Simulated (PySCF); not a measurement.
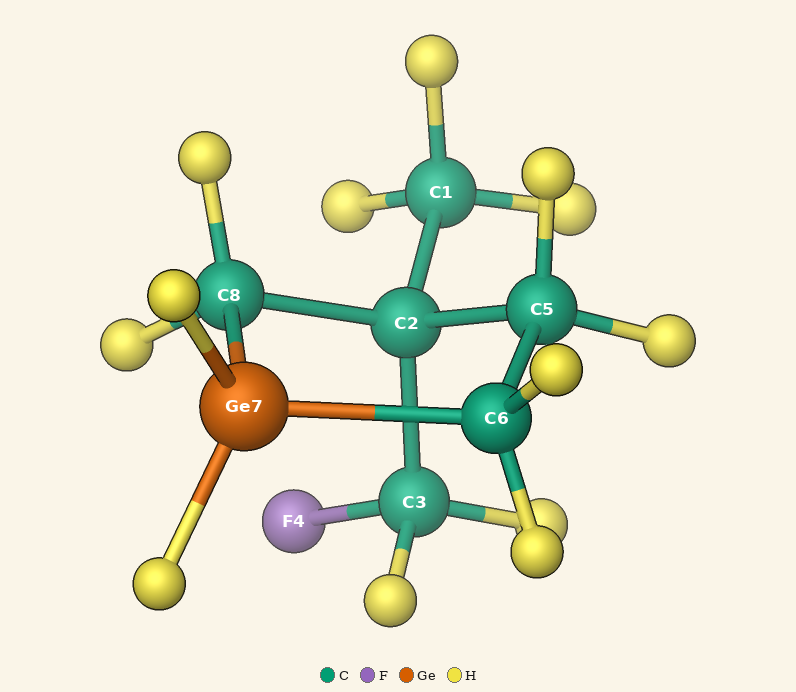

Atoms fade into the background with distance from the viewer. Computed geometry: PBE0-D3(BJ)/def2-SVP optimisation. No frequency run is at hand to confirm it as a minimum.

What is the conformation of the ring C2–C5–C6–Ge7–C8?

It is between envelope and twist. The Cremer–Pople amplitude Q is 0.41 Å.

Give the torsion angles round the ring, beginning with the bond from its second to its third atom.

−34°, 9°, 15°, −37°, 49°.
